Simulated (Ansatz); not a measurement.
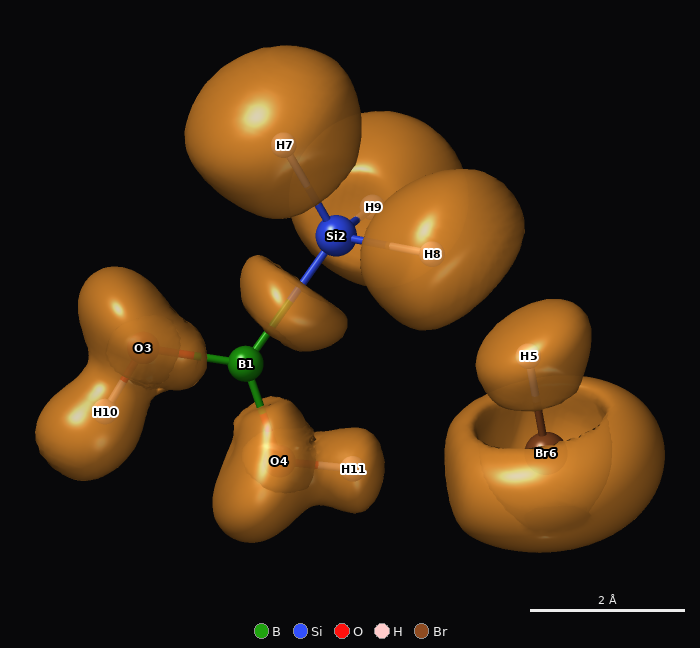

Figure 1: BH5O2Si···HBr. Isosurface of the ELF at 0.75 (orange), seen across its widest extent. Only the valence region is drawn (cores and ρ < 0.01 e/Å³ removed).

Theory: RKS B3LYP-D4/def2-SVP in Ansatz.

The calculation's input:

```
crystal:
  periodic: [false, false, false]
  atoms:
    - { symbol: B, position_ang: [-0.515459, 0.495619, -0.600598] }
    - { symbol: Si, position_ang: [1.333097, -0.099414, -0.216378] }
    - { symbol: O, position_ang: [-1.145528, -0.058169, -1.670834] }
    - { symbol: O, position_ang: [-1.171475, 1.481629, 0.084591] }
    - { symbol: H, position_ang: [0.077361, -1.523772, 1.741628] }
    - { symbol: Br, position_ang: [-1.394462, -1.635371, 1.825782] }
    - { symbol: H, position_ang: [2.364802, 0.745772, -0.897916] }
    - { symbol: H, position_ang: [1.626169, 0.011503, 1.255053] }
    - { symbol: H, position_ang: [1.576678, -1.519464, -0.605015] }
    - { symbol: H, position_ang: [-2.045136, 0.287323, -1.776725] }
    - { symbol: H, position_ang: [-0.706145, 1.814343, 0.860312] }
basis:
  gaussian: { orbitals: def2-SVP }
hamiltonian:
  xc: b3lyp
  dispersion: d4
relax:
  f_tol: 0.03
  max_steps: 50
output:
  orbitals: {}
```

Run with:

```sh
ansatz run input.yaml --threads 4 --pin off --max-ram 5120MiB --backend cpu --events-out ev --progress --plain --runs-dir out
```

The fields are those of the run's last geometry, not of the input's.

What do the ELF domains correspond to?

Answer. The surface consists of one region between bonded B–Si atoms (shared pairs), four regions around hydrogen nuclei, one ring or bowl of non-bonding electrons around Br and two joined regions spread over several atoms (H, O), in which their bonds and any lone pairs are merged.

Values along the shortest contacts:
H5···H8 (1.98 Å): the ELF dips to about 0.10 between them. B–O (1.36 Å): the ELF peaks at about 0.90 between the atoms (a short, strongly polar bond).
